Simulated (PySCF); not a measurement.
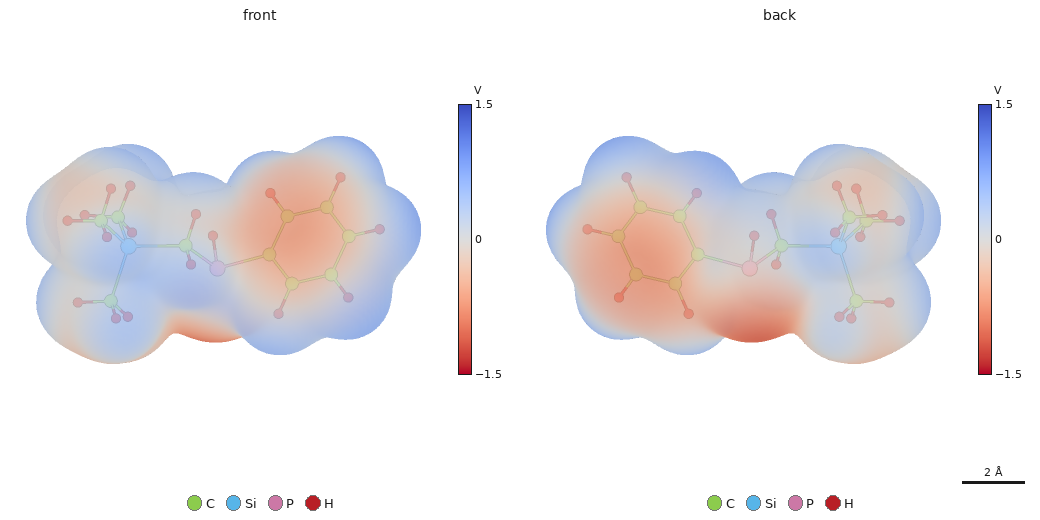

The picture shows: C10H17PSi (PhP(H)CH2SiMe3 (3)). The molecular electrostatic potential painted on the density surface at 0.001 e/bohr³, seen from the front and from behind; the colour scale runs from red (negative) to blue (positive).

Geometry: PBE0-D3(BJ)/def2-SVP.

These are results of PBE0/pcSseg-1, SCF density, gas phase, non-relativistic (PySCF), not measurements.

Input file:

```
{"job": {"kind": "nmr", "xc": "PBE0", "basis": "pcSseg-1"}, "charge": 0, "multiplicity": 1}
C     -3.231435     1.751386     0.663699
Si    -2.415384     0.090326     0.319708
C     -2.932687    -1.167284     1.617984
C     -2.912141    -0.516253    -1.391948
C     -0.534027     0.319691     0.388997
P      0.420630    -1.228912     0.015244
C      2.131300    -0.564737    -0.105764
C      2.952101    -0.637317     1.027593
C      4.249756    -0.129614     1.001748
C      4.752829     0.441714    -0.166075
C      3.950653     0.507949    -1.305100
C      2.648538     0.012776    -1.273329
H     -2.939796     2.502264    -0.087596
H     -4.329269     1.660184     0.640152
H     -2.946998     2.136920     1.655638
H     -2.423307    -2.130309     1.456259
H     -2.676451    -0.819067     2.631304
H     -4.019520    -1.344821     1.586486
H     -2.502349    -1.517733    -1.598230
H     -2.550593     0.165789    -2.178347
H     -4.008427    -0.580543    -1.480547
H     -0.225020     1.149256    -0.269301
H     -0.270789     0.611464     1.420901
H      0.162615    -1.267756    -1.389008
H      2.568964    -1.103899     1.940025
H      4.875357    -0.189863     1.895948
H      5.773191     0.831964    -0.190824
H      4.341040     0.950714    -2.224890
H      2.023514     0.076341    -2.168422
```

Run with:

```sh
OMP_NUM_THREADS=1 python probes_run.py task.json out
```

Q: Describe the electrostatic potential map.

A: The most negative region (about −1.0 V, or −23 kcal/mol for a unit charge) lies over P6, the most positive (about +0.7 V, or +16 kcal/mol for a unit charge) over H26, H27, H28 and H29.

Q: How polar is the molecule by this calculation?

A: Its dipole moment is 1.38 D.
